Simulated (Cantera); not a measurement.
Charge: 1 mol Cu, 0.0014 mol O2, 62 mol CO, at 1 atm.

Equilibrium computed with Cantera from the NASA thermochemical tables; the gas is ideal and each condensed phase is pure. Candidate condensed phases: C, Cu, CuO, Cu2O; 15 gas species. The numbers say what is thermodynamically allowed, not how fast it happens.

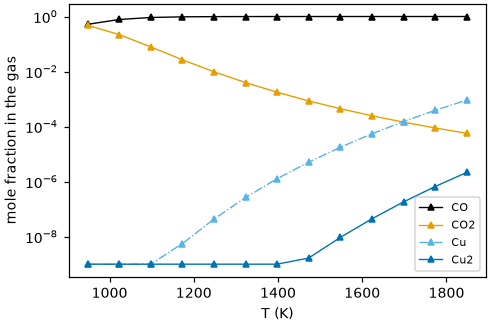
*Equilibrium gas composition (values under 1e-9 drawn at 1e-9)*

From 948 K to 1323 K the condensed part is C(graphite) + Cu(s). From 1398 K to 1623 K the condensed part is C(graphite) + Cu(l). From 1698 K to 1848 K the condensed part is Cu(l).
